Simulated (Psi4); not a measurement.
Run report: NH₃, geometry relaxation (part 1 of 4)

System: NH₃, SMILES N.
Method: BP86/def2-SVP, RKS (Psi4 1.11).

The geometry comes from this level: PBE0-D4/def2-TZVP.

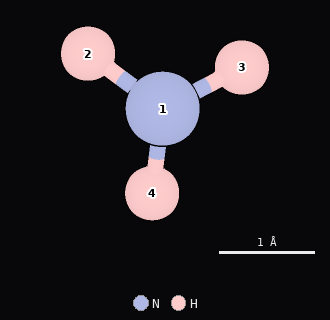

*The input geometry (ball-and-stick view, seen on its broad side; atoms are numbered from 1 in the order of the input).*

Bond lengths as drawn: H–N 1.01 Å.

### Input (h3n.in)
```
memory 1600 MB

molecule mol {
  0 1
  N     -0.13211075     0.47142998     0.20962732
  H      0.92685397    -0.57035714     1.41574502
  H     -1.67709414    -0.57058391    -0.22470733
  H      0.88235092     0.66949217    -1.40066500
  units au
}

set {
  basis def2-SVP
  geom_maxiter 60
}

E = optimize("bp86")
print_variables()
```

Hardware: 1 thread of Intel Xeon @ 2.50GHz (Skylake/Cascade Lake), 12 GiB of memory available, shared host.

Launched with:
```bash
psi4 -i h3n.in -o h3n.out -n 1
```

### What the program printed
```
Psi4 1.11 release

gradient() will perform analytic gradient computation.

   => Loading Basis Set <=

    Name: DEF2-SVP
    Role: ORBITAL
    Keyword: BASIS

         ---------------------------------------------------------
                                   SCF
                              RKS Reference
                        1 Threads,   1525 MiB Core
         ---------------------------------------------------------

  ==> Geometry <==

    Molecular point group: c1
    Full point group: C1

    Geometry (in Bohr), charge = 0, multiplicity = 1:

       Center              X                  Y                   Z               Mass
    ------------   -----------------  -----------------  -----------------  -----------------
         N           -0.031279273348     0.111619493519     0.049632525478    14.003074004430
         H            1.027685446652    -0.930167626481     1.255750225478     1.007825032230
         H           -1.576262663348    -0.930394396481    -0.384702124522     1.007825032230
         H            0.983182396652     0.309681683519    -1.560659794522     1.007825032230

  Running in c1 symmetry.

  Rotational constants: A =      9.98899  B =      9.98872  C =      6.30654 [cm^-1]
  Rotational constants: A = 299462.26805  B = 299454.39387  C = 189065.44386 [MHz]
  Nuclear repulsion =   11.949539017705407

  Charge       = 0
  Multiplicity = 1
  Electrons    = 10
  Nalpha       = 5
  Nbeta        = 5

  ==> Algorithm <==

  SCF Algorithm Type is DF.
  DIIS enabled.
  MOM disabled.
  Fractional occupation disabled.
  Guess Type is SAD.
  Energy threshold   = 1.00e-08
  Density threshold  = 1.00e-08
  Integral threshold = 1.00e-12

  ==> Primary Basis <==

  Basis Set: DEF2-SVP
    Blend: DEF2-SVP
    Number of shells: 15
    Number of basis functions: 29
    Number of Cartesian functions: 30
    Spherical Harmonics?: true
    Max angular momentum: 2

  ==> DFT Potential <==

   => LibXC <=

    Version 7.1.2

   => Composite Functional: BP86 <=

    BP86 GGA Exchange-Correlation Functional

    Deriv               =              1
    GGA                 =           TRUE
    Meta                =          FALSE

    Exchange Hybrid     =          FALSE
    MP2 Hybrid          =          FALSE

   => Exchange Functionals <=

    1.0000     XC_GGA_X_B88

   => Correlation Functionals <=

    1.0000     XC_GGA_C_P86

   => LibXC Density Thresholds  <==

    XC_GGA_C_P86:  1.00E-15
    XC_GGA_X_B88:  1.00E-15

   => Molecular Quadrature <=

    Radial Scheme          =       TREUTLER
    Pruning Scheme         =           NONE
    Nuclear Scheme         =       TREUTLER

    Blocking Scheme        =         OCTREE
    BS radius alpha        =              1
    Pruning alpha          =              1
    Radial Points          =             75
    Spherical Points       =            302
    Total Points           =          87920
    Total Blocks           =            714
    Max Points             =            255
    Max Functions          =             29
    Weights Tolerance      =       1.00E-15

   => Loading Basis Set <=

    Name: (DEF2-SVP AUX)
    Role: JKFIT
    Keyword: DF_BASIS_SCF

  ==> Integral Setup <==

  DFHelper Memory: AOs need 0.001 GiB; user supplied 1.044 GiB.
  SCF_SUBTYPE=INCORE selected. In-core MEM_DF algorithm will be used.
  Using in-core AOs.

  ==> MemDFJK: Density-Fitted J/K Matrices <==

    J tasked:                   Yes
    K tasked:                    No
    wK tasked:                   No
    Memory [MiB]:              1069
    Algorithm:                 Core
    Schwarz Cutoff:           1E-12
    Mask sparsity (%):       0.0000
    Fitting Condition:        1E-10

   => Auxiliary Basis Set <=

  Basis Set: (DEF2-SVP AUX)
    Blend: DEF2-UNIVERSAL-JKFIT
    Number of shells: 43
    Number of basis functions: 131
    Number of Cartesian functions: 153
    Spherical Harmonics?: true
    Max angular momentum: 4

  Cached 100.0% of DFT collocation blocks in 0.073 [GiB].

  Minimum eigenvalue in the overlap matrix is 2.9182604725E-02.
  Reciprocal condition number of the overlap matrix is 6.4178207893E-03.
    Using symmetric orthogonalization.

  ==> Pre-Iterations <==

  SCF Guess: Superposition of Atomic Densities via on-the-fly atomic UHF (no occupation information).

   -------------------------
    Irrep   Nso     Nmo
   -------------------------
     A         29      29
   -------------------------
    Total      29      29
   -------------------------

  ==> Iterations <==

                           Total Energy        Delta E     RMS |[F,P]|

   @DF-RKS iter SAD:   -56.19822646852580   -5.61982e+01   0.00000e+00
   @DF-RKS iter   1:   -56.24055828604698   -4.23318e-02   2.71441e-02 ADIIS/DIIS
   @DF-RKS iter   2:   -55.75541075359077    4.85148e-01   4.09626e-02 ADIIS/DIIS
   @DF-RKS iter   3:   -56.50594039797296   -7.50530e-01   2.51933e-03 ADIIS/DIIS
   @DF-RKS iter   4:   -56.50789734637802   -1.95695e-03   1.43485e-04 ADIIS/DIIS
   @DF-RKS iter   5:   -56.50790380172378   -6.45535e-06   3.41102e-05 DIIS
   @DF-RKS iter   6:   -56.50790420460039   -4.02877e-07   2.41951e-06 DIIS
   @DF-RKS iter   7:   -56.50790420679794   -2.19755e-09   6.52207e-08 DIIS
   @DF-RKS iter   8:   -56.50790420679990   -1.96110e-12   9.75569e-09 DIIS
  Energy and wave function converged.

  ==> Post-Iterations <==

   Electrons on quadrature grid:
      Ntotal   =    9.9999975745 ; deviation = -2.425e-06

    Orbital Energies [Eh]
    ---------------------

    Doubly Occupied:

       1A    -13.979897     2A     -0.757324     3A     -0.404280
       4A     -0.404276     5A     -0.200069

    Virtual:

       6A      0.042658     7A      0.124527     8A      0.124528
       9A      0.485547    10A      0.485554    11A      0.605003
      12A      0.695000    13A      0.791384    14A      0.791386
      15A      0.866616    16A      1.148014    17A      1.148026
      18A      1.538362    19A      1.632231    20A      1.745821
      21A      1.745832    22A      2.040191    23A      2.040198
      24A      2.360039    25A      2.736436    26A      2.736444
      27A      2.831807    28A      3.234903    29A      3.234919

    Final Occupation by Irrep:
              A
    DOCC [     5 ]
    NA   [     5 ]
    NB   [     5 ]

  @DF-RKS Final Energy:   -56.50790420679990

   => Energetics <=

    Nuclear Repulsion Energy =             11.9495390177054066
    One-Electron Energy =                 -99.6619516398523899
    Two-Electron Energy =                  39.2390884274112750
    DFT Exchange-Correlation Energy =      -8.0345800120641915
    Empirical Dispersion Energy =           0.0000000000000000
    VV10 Nonlocal Energy =                  0.0000000000000000
    Total Energy =                        -56.5079042067998998

Computation Completed

Properties will be evaluated at   0.000000,   0.000000,   0.000000 [a0]

Properties computed using the SCF density matrix

 Multipole Moments:

 ------------------------------------------------------------------------------------
     Multipole            Electronic (a.u.)      Nuclear  (a.u.)        Total (a.u.)
 ------------------------------------------------------------------------------------

 L = 1.  Multiply by 2.5417464519 to convert [e a0] to [Debye]
 Dipole X            :         -0.0536321            0.2156503            0.1620182
 Dipole Y            :          0.1913630           -0.7695439           -0.5781809
 Dipole Z            :          0.0850938           -0.3421840           -0.2570902
 Magnitude           :                                                    0.6531756

 ------------------------------------------------------------------------------------

	total time  =          2 seconds =       0.03 minutes

         ------------------------------------------------------------
                                   SCF GRAD
         ------------------------------------------------------------

  ==> Geometry <==

    Molecular point group: c1
    Full point group: C1

    Geometry (in Bohr), charge = 0, multiplicity = 1:

       Center              X                  Y                   Z               Mass
    ------------   -----------------  -----------------  -----------------  -----------------
         N           -0.031279273348     0.111619493519     0.049632525478    14.003074004430
         H            1.027685446652    -0.930167626481     1.255750225478     1.007825032230
         H           -1.576262663348    -0.930394396481    -0.384702124522     1.007825032230
         H            0.983182396652     0.309681683519    -1.560659794522     1.007825032230

  Nuclear repulsion =   11.949539017705407

  ==> Basis Set <==

  Basis Set: DEF2-SVP
    Blend: DEF2-SVP
    Number of shells: 15
    Number of basis functions: 29
    Number of Cartesian functions: 30
    Spherical Harmonics?: true
    Max angular momentum: 2

  ==> DFJKGrad: Density-Fitted SCF Gradients <==

    Gradient:                    1
    J tasked:                  Yes
    K tasked:                   No
    wK tasked:                  No
    Integrals threads:           1
    Memory [MiB]:             1144
    Schwarz Cutoff:          1E-12
    Fitting Condition:       1E-10

   => Auxiliary Basis Set <=

  Basis Set: (DEF2-SVP AUX)
    Blend: DEF2-UNIVERSAL-JKFIT
    Number of shells: 43
    Number of basis functions: 131
    Number of Cartesian functions: 153
    Spherical Harmonics?: true
    Max angular momentum: 4

   => Molecular Quadrature <=

    Radial Scheme          =       TREUTLER
    Pruning Scheme         =           NONE
    Nuclear Scheme         =       TREUTLER

    Blocking Scheme        =         OCTREE
    BS radius alpha        =              1
    Pruning alpha          =              1
    Radial Points          =             75
    Spherical Points       =            302
    Total Points           =          87920
    Total Blocks           =            714
    Max Points             =            255
    Max Functions          =             29
    Weights Tolerance      =       1.00E-15

  -Total Gradient:
     Atom            X                  Y                   Z
    ------   -----------------  -----------------  -----------------
       1        0.004898879966    -0.017492357605    -0.007781499216
       2       -0.007342199493     0.008503168292    -0.007018380036
       3        0.009502524817     0.008506156605     0.003593995717
       4       -0.007059325465     0.000481368054     0.011205281932

	total time  =          1 seconds =       0.02 minutes

    			-----------------------------------------

    			 OPTKING 3.0: for geometry optimizations

    			        with contributions from

    			-----------------------------------------

	                            ===> Fragment 1 <==

	 Z (Atomic Numbers)          Masses                          Geom
	       7.000000            14.003074         -0.03127927  0.11161949  0.04963253
	       1.000000             1.007825          1.02768545 -0.93016763  1.25575023
	       1.000000             1.007825         -1.57626266 -0.93039440 -0.38470212
	       1.000000             1.007825          0.98318240  0.30968168 -1.56065979

	 - Coordinate -           - BOHR/RAD -       - ANG/DEG -
	 R(1,2)           =         1.913491           1.012576
	 R(1,3)           =         1.913482           1.012571
	 R(1,4)           =         1.913479           1.012570
	 B(2,1,3)         =         1.868612         107.063607
	 B(2,1,4)         =         1.868578         107.061613
	 B(3,1,4)         =         1.868591         107.062391
	 O(2,1,3,4)       =         1.054518          60.419412
	 O(3,1,2,4)       =        -1.054510         -60.418991
	 O(4,1,2,3)       =         1.054529          60.420069

	        --- Internal Coordinate Step in ANG or DEG, aJ/ANG or AJ/DEG ---
	-------------------------------------------------------------------------------
	           Coordinate      Previous         Force          Change          New
	           ----------      --------        ------          ------        ------
	               R(1,2)       1.01258        0.10807        0.01520       1.02778
	               R(1,3)       1.01257        0.10810        0.01520       1.02778
	               R(1,4)       1.01257        0.10811        0.01521       1.02778
	             B(2,1,3)     107.06361       -0.00004       -0.42559     106.63802
	             B(2,1,4)     107.06161       -0.00004       -0.42430     106.63731
	             B(3,1,4)     107.06239       -0.00004       -0.42475     106.63764
	           O(2,1,3,4)      60.41941        0.00009        0.94059      61.36000
	           O(3,1,2,4)     -60.41899       -0.00009       -0.94083     -61.35982
	           O(4,1,2,3)      60.42007        0.00009        0.94014      61.36021
	-------------------------------------------------------------------------------

	                                 ==> Convergence Check <==

	Measures of convergence in internal coordinates in au.

	Criteria marked as inactive (o), active & met (*), and active & unmet ( ).

	----------------------------------------------------------------------------------------------~
	   Step    Total Energy     Delta E     Max Force     RMS Force      Max Disp      RMS Disp   ~
	----------------------------------------------------------------------------------------------~
	  Convergence Criteria     1.00e-06 *    3.00e-04 *             o    1.20e-03 *             o~
	----------------------------------------------------------------------------------------------~
	     1     -56.50790421   -5.65e+01      1.31e-02      7.61e-03 o    2.87e-02      1.96e-02 o  ~
	----------------------------------------------------------------------------------------------

Next Geometry in Ang
	Fragment 1 (Ang)

	    N  -0.0188077717   0.0671261262   0.0298476053
	    H   0.5502858647  -0.4975847274   0.6729319424
	    H  -0.8445028548  -0.4977068158  -0.2057675118
	    H   0.5264556401   0.1665413772  -0.8356744269

    Structure for next step:
    Molecular point group: c1
    Full point group: C1

    Geometry (in Bohr), charge = 0, multiplicity = 1:

    N           -0.032288430631     0.115225551296     0.051235729849
    H            1.043142681808    -0.951923302086     1.266489002467
    H           -1.592626000872    -0.952154015716    -0.394012312546
    H            0.998110083781     0.303093148532    -1.584363866560

gradient() will perform analytic gradient computation.

  ==> Geometry <==

    Molecular point group: c1
    Full point group: C1

    Geometry (in Bohr), charge = 0, multiplicity = 1:

       Center              X                  Y                   Z               Mass
    ------------   -----------------  -----------------  -----------------  -----------------
         N           -0.032288430631     0.115225551296     0.051235729849    14.003074004430
         H            1.043142681808    -0.951923302086     1.266489002467     1.007825032230
         H           -1.592626000872    -0.952154015716    -0.394012312546     1.007825032230
         H            0.998110083781     0.303093148532    -1.584363866560     1.007825032230

  Running in c1 symmetry.

  Rotational constants: A =      9.66846  B =      9.66838  C =      6.15511 [cm^-1]
  Rotational constants: A = 289853.00704  B = 289850.70506  C = 184525.64369 [MHz]
  Nuclear repulsion =   11.775415119387846

  Charge       = 0
  Multiplicity = 1
  Electrons    = 10
  Nalpha       = 5
  Nbeta        = 5

  ==> Algorithm <==

  SCF Algorithm Type is DF.
  DIIS enabled.
  MOM disabled.
  Fractional occupation disabled.
  Guess Type is READ.
  Energy threshold   = 1.00e-08
  Density threshold  = 1.00e-08
  Integral threshold = 1.00e-12

   => Molecular Quadrature <=

    Radial Scheme          =       TREUTLER
    Pruning Scheme         =           NONE
    Nuclear Scheme         =       TREUTLER

    Blocking Scheme        =         OCTREE
    BS radius alpha        =              1
    Pruning alpha          =              1
    Radial Points          =             75
    Spherical Points       =            302
    Total Points           =          87938
    Total Blocks           =            714
    Max Points             =            256
    Max Functions          =             29
    Weights Tolerance      =       1.00E-15

   => Loading Basis Set <=

    Name: DEF2-SVP
    Role: ORBITAL
    Keyword: BASIS

  Reading orbitals from file scr/output.180.npy, no projection.

   => Auxiliary Basis Set <=

  Basis Set: (DEF2-SVP AUX)
    Blend: DEF2-UNIVERSAL-JKFIT
    Number of shells: 43
    Number of basis functions: 131
    Number of Cartesian functions: 153
    Spherical Harmonics?: true
    Max angular momentum: 4

  Cached 100.0% of DFT collocation blocks in 0.073 [GiB].

  Minimum eigenvalue in the overlap matrix is 2.9734964063E-02.
  Reciprocal condition number of the overlap matrix is 6.5986480858E-03.
    Using symmetric orthogonalization.

  ==> Pre-Iterations <==

  SCF Guess: Orbitals guess was supplied from a previous computation.

   -------------------------------------------------------
    Irrep   Nso     Nmo     Nalpha   Nbeta   Ndocc  Nsocc
   -------------------------------------------------------
     A         29      29       5       5       5       0
   -------------------------------------------------------
    Total      29      29       5       5       5       0
   -------------------------------------------------------

  ==> Iterations <==

                           Total Energy        Delta E     RMS |[F,P]|
```
